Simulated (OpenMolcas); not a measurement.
# One shape, several levels: CH5BN (SMILES B[N]C)

Aim: a comparison of 5 runs (UHF/STO-3G, UB3LYP/6-31G*, UPBE/def2-SVPD, UTPSS/def2-SVPD, ROMP2/def2-SVPD) of CH5BN. 

The calculation is run with OpenMolcas 26.06.

**1. The system as given**

The species is CH5BN (8 atoms), meant as a doublet with charge 0. SMILES: `B[N]C`. The coordinates come from a PBE0-D4/def2-TZVP relaxation.

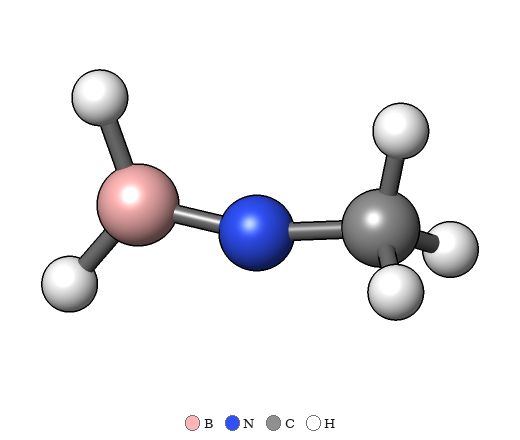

Viewed from a chosen angle; boron pink, nitrogen blue, carbon grey, hydrogen white.

**2. Energy and forces at UHF/STO-3G (run 1)**

Input file job.inp:

```
&GATEWAY
  BasLib=$CurrDir
  BasisSet
  B.STO-3G....
  B1 -0.373900 1.096100 -0.965000 angstrom
  End of Basis
  BasisSet
  N.STO-3G....
  N2 0.058500 0.275600 -0.008700 angstrom
  End of Basis
  BasisSet
  C.STO-3G....
  C3 0.339600 -0.835900 0.776800 angstrom
  End of Basis
  BasisSet
  H.STO-3G....
  H4 -1.007800 0.632300 -1.885400 angstrom
  H5 -0.143000 2.276400 -0.921600 angstrom
  H6 -0.096400 -0.755000 1.778600 angstrom
  H7 1.416200 -1.018200 0.865300 angstrom
  H8 -0.101000 -1.728600 0.304400 angstrom
  End of Basis

&SEWARD

&SCF
  UHF
  Spin=2
  Thresholds=1e-10 1e-07 1e-07 1e-05
  PrOrbitals=1 2

&ALASKA
```

The basis set STO-3G is read from a file made from the Basis Set Exchange's data (not shown).

Command:

```
export MOLCAS_MEM=1860
pymolcas job.inp > job.log
```

Log:

```text
--- Start Module: gateway ---
[...]
--- Stop Module: gateway /rc=_RC_ALL_IS_WELL_ ---
[...]
      Basis functions           20
[...]
--- Start Module: scf ---
[...]
       Convergence after  16 Iterations
[...]
::    Total SCF energy                               -118.3994845179
[...]
      Total spin, S                                     0.5161733653
[...]
      Total electronic charge=   23.000000
      Total            charge=   -0.000000
[...]
      Dipole Moment (debye):
      Origin of the operator (angstrom)=    0.0201    0.1260   -0.0305
                   X=  5.1141E-01               Y= -1.5803E+00               Z=  1.3035E+00           Total=  2.1114E+00
      Quadrupole Moment (debye*angstrom):
[...]
 *              Molecular gradients               *
 **************************************************
  Irreducible representation: a
 ------------------------------------------------------------------------------------------
                              X                       Y                       Z
 ------------------------------------------------------------------------------------------
  B1                1.58303909836661E-02   -1.98836909718763E-02    3.20687624828144E-02
  N2                5.24316187932672E-03   -4.31409667854619E-02    2.11024210446684E-02
  C3               -7.27049904446186E-03    5.45295224404803E-02   -2.78567223567330E-02
  H4               -1.47542494632167E-02   -1.11227801786857E-02   -2.13312630562923E-02
  H5                4.19574088446367E-03    2.65033924319273E-02   -6.79610829698751E-04
  H6               -2.39544149597060E-03   -9.20879086324419E-04    4.49650404270141E-04
  H7                1.15009858715798E-03   -1.54899661994967E-03   -1.71833383680325E-03
  H8               -1.99920233097650E-03   -4.41560123012152E-03   -2.03490385221583E-03
[...]
```

Wall time 1.8 s (1 thread of Arm Neoverse V2, shared host); peak memory 0.37 GiB.

**3. Energy and forces at UB3LYP/6-31G(d) (Cartesian functions) (run 2)**

Input file coord.xyz:

```xyz
8

B     -0.373900     1.096100    -0.965000
N      0.058500     0.275600    -0.008700
C      0.339600    -0.835900     0.776800
H     -1.007800     0.632300    -1.885400
H     -0.143000     2.276400    -0.921600
H     -0.096400    -0.755000     1.778600
H      1.416200    -1.018200     0.865300
H     -0.101000    -1.728600     0.304400
```

Input file test.input:

```
* CH5BN Kohn-Sham DFT

&GATEWAY
  BasLib=$CurrDir
  Coord=coord.xyz
  Basis=6-31Gs
  Group=NoSym

&SEWARD
  GridInput
  Grid=UltraFine
  End of Grid

&SCF
  UHF
  Spin=2
  KSDFT=B3LYP
  Thresholds=1e-10 1e-07 1e-07 1e-05
  PrOrbitals=1 1

&ALASKA
```

The basis set 6-31G* is read from a file made from the Basis Set Exchange's data (not shown).

Command:

```
export MOLCAS_MEM=1860
pymolcas test.input > test.log
```

Log:

```text
--- Start Module: gateway ---
[...]
--- Stop Module: gateway /rc=_RC_ALL_IS_WELL_ ---
[...]
      Basis functions           55
[...]
--- Start Module: scf ---
[...]
       Convergence after  16 Iterations
[...]
::    Total KS-DFT energy                            -120.6768639530
[...]
      Total spin, S                                     0.5036408714
[...]
      Total electronic charge=   23.000000
      Total            charge=   -0.000000
[...]
      Dipole Moment (debye):
      Origin of the operator (angstrom)=    0.0201    0.1260   -0.0305
                   X=  4.5743E-01               Y= -1.6834E+00               Z=  1.2430E+00           Total=  2.1419E+00
      Quadrupole Moment (debye*angstrom):
[...]
 *              Molecular gradients               *
 **************************************************
  Irreducible representation: a
 ------------------------------------------------------------------------------------------
                              X                       Y                       Z
 ------------------------------------------------------------------------------------------
  B1                1.51474812724572E-03   -3.39725044497818E-03    3.49094878938505E-03
  N2               -4.61082534106705E-05   -2.69909418868834E-03    7.45100809253607E-04
  C3               -7.17810531858376E-04    3.37840467856143E-03   -2.24199809400938E-03
  H4                2.07735293884959E-04   -4.41474188920599E-04    4.67246714233926E-04
  H5                1.92613461256319E-04   -3.17229892875304E-04    4.07097258964206E-04
  H6                5.36941398033397E-04    3.02991392136145E-04   -2.57489560944402E-03
  H7               -2.41776478263178E-03    7.99089473801029E-04   -8.09906033239438E-04
  H8                7.29645287484759E-04    2.37456317092022E-03    5.16406164902561E-04
[...]
```

Run time: 27 s. Hardware: 1 thread of Arm Neoverse V2, shared host; peak memory 0.39 GiB.

Runs 3 to 4 aren't shown in full; the table further down has their settings and results.

**4. The energy at ROMP2/def2-SVPD (run 5)**

Input file calc.input:

```
* CH5BN ROMP2
>>> EXPORT MOLCAS_PRINT=2
&GATEWAY
BasLib=$CurrDir
Coord
8
angstrom
B       -0.373900       1.096100      -0.965000
N        0.058500       0.275600      -0.008700
C        0.339600      -0.835900       0.776800
H       -1.007800       0.632300      -1.885400
H       -0.143000       2.276400      -0.921600
H       -0.096400      -0.755000       1.778600
H        1.416200      -1.018200       0.865300
H       -0.101000      -1.728600       0.304400
Basis=def2-SVPD
Group=NoSym
&SEWARD
&SCF
UHF
Spin=2
Thresholds=1e-10 1e-07 1e-07 1e-05
PrOrbitals=1 1
&RASSCF
FileOrb=$Project.UnaOrb
Spin=2
Nactel=1 0 0
Inactive=11
Ras2=1
OutOrbitals=Canonical
OrbListing=Nothing
&CASPT2
IPEA=0.0
Frozen=3
```

The basis set def2-SVPD is read from a file made from the Basis Set Exchange's data (not shown).

Command:

```
export MOLCAS_MEM=1860
pymolcas calc.input > calc.log
```

Log:

```text
--- Start Module: gateway ---
[...]
--- Stop Module: gateway /rc=_RC_ALL_IS_WELL_ ---
[...]
      Basis functions          100
[...]
       Convergence after  20 Iterations
[...]
::    Total SCF energy                               -119.7954987115
[...]
      Total spin, S                                     0.5146928971
[...]
--- Start Module: rasscf ---
[...]
      Number of active orbitals                  1
[...]
      Spin quantum number                      0.5
[...]
      Active orbitals                            1
[...]
      Number of CSFs                             1
[...]
      Number of root(s) required                 1
[...]
      Convergence after  9 iterations
[...]
      printout of CI-coefficients larger than  0.05 for root  1
      energy=    -119.788882
      conf/sym  1     Coeff  Weight
             1  u   1.00000 1.00000
      Natural orbitals and occupation numbers for root  1
      sym 1:   1.000000
      ************************************************************************************************************************
      *                                                    Final results                                                     *
[...]
::    RASSCF root number  1 Total energy:   -119.78888153
[...]
      Total electronic charge=   23.000000
      Total            charge=   -0.000000
[...]
      Dipole Moment (debye):
      Origin of the operator (angstrom)=    0.0201    0.1260   -0.0305
                   X=  4.8130E-01               Y= -1.5488E+00               Z=  1.2433E+00           Total=  2.0436E+00
      Quadrupole Moment (debye*angstrom):
[...]
--- Stop Module: rasscf /rc=_RC_ALL_IS_WELL_ ---
[...]
--- Start Module: caspt2 ---
[...]
      E2 (Variational):          -0.3984112667
      Total energy:            -120.1872927972
[...]
      Reference weight:           0.87635
[...]
::    CASPT2 Root  1     Total energy:   -120.18729280
[...]
```

Wall time 19 s (1 thread of Arm Neoverse V2, shared host); peak memory 0.56 GiB.

**5. The series**

| run | level | Cartesian functions | integration grid | energy (Eh) | dipole moment (D) | HOMO energy (eV) | LUMO energy (eV) | wall time |
| --- | --- | --- | --- | --- | --- | --- | --- | --- |
| 1 | UHF/STO-3G | no | – | -118.399485 | 2.11 | -8.69 | 7.06 | 1.8 s |
| 2 | UB3LYP/6-31G* (Cartesian functions) | yes | UltraFine | -120.676864 | 2.14 | -6.63 | -2.74 | 27 s |
| 3 | UPBE/def2-SVPD | no | UltraFine | -120.417060 | 2.06 | -5.60 | -3.96 | 66 s |
| 4 | UTPSS/def2-SVPD | no | UltraFine | -120.619400 | 2.09 | -5.85 | -3.72 | 97 s |
| 5 | ROMP2/def2-SVPD | no | – | -120.187293 | – | – | – | 19 s |

**6. Summary of results**

```
           quantity          value
run 5: total energy  -120.18729 Eh
```

What this shows: Over runs 1, 2, 3, 4 the dipole moment (its size) runs from 2.06 D (UPBE/def2-SVPD) to 2.14 D (UB3LYP/6-31G*). The two ends differ in method and basis. Totals of different functionals can't be ranked against each other. In run 1 the basis is minimal, so the values are rough. All runs together took 3.5 min, the longest 97 s.
